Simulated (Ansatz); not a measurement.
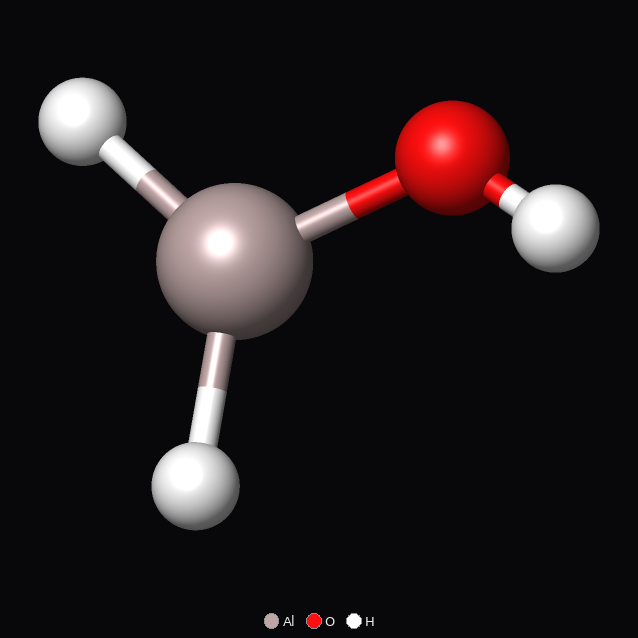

Ball-and-stick drawing of a structure.

Computed geometry: PBE0-D4/def2-TZVP optimisation.

**What is the molecular formula?**

AlH3O, 5 atoms: 1 aluminium, 3 hydrogen and 1 oxygen.

**Give the symmetry (Schoenflies symbol).**

Cs.

**Count the bonded pairs by element.**

2 Al–H, 1 Al–O, 1 O–H. Sticks follow a distance rule.

**How many atoms are distinct by symmetry?**

5: 1 Al, 1 O, 1 H, 1 H, 1 H.

More results for the same structure follow; atom numbers are the same in all pictures, views and colours differ.

### Geometry

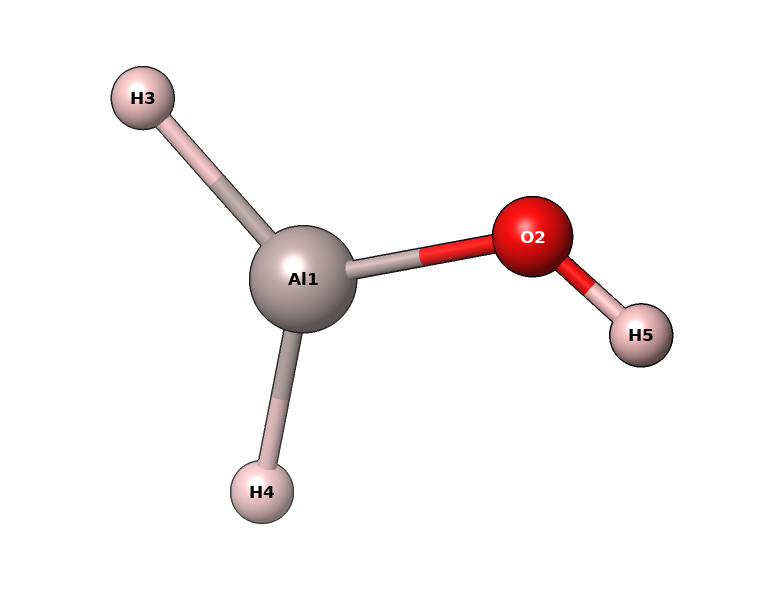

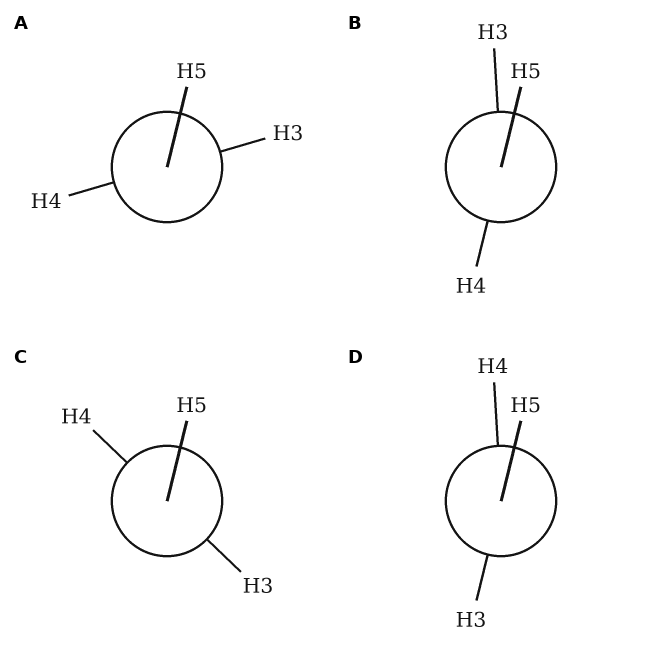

Distant atoms are faded towards the background colour. Bonds that would overlap in a projection are set slightly apart.

**Which Newman projection shows the view along O2–Al1, with O2 in front?**

D. The torsion angle H5–O2–Al1–H3 is 180°, antiperiplanar (anti).

### Electronic properties

Properties computed with RKS PBE0-D4/def2-TZVP (Ansatz 0.2.0).

What does the calculation give?

- dipole moment: 1.27 D
- harmonic zero-point energy: 70.0 kJ/mol

### Charges

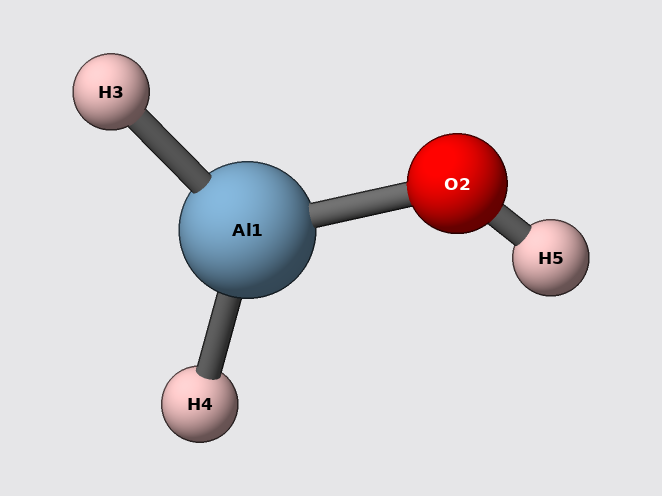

The questions are on Mulliken charges. Level of theory: RKS PBE0-D4/def2-TZVP (Ansatz 0.2.0).

List the Mulliken charges.

| atom | value (e) |
| --- | --- |
| Al1 | 0.45 |
| O2 | −0.55 |
| H3 | −0.10 |
| H4 | −0.11 |
| H5 | 0.32 |

### Vibrations

Harmonic vibrations computed with RKS PBE0-D4/def2-TZVP (Ansatz 0.2.0) at a stationary point of the same level.

**How many vibrational modes are there, and where do they lie?**

9 modes: 434, 489, 617, 672, 769, 865, 1929, 1964, 3960 cm⁻¹.

Mulliken values depend strongly on the basis set and can even reverse the polarity of a bond.
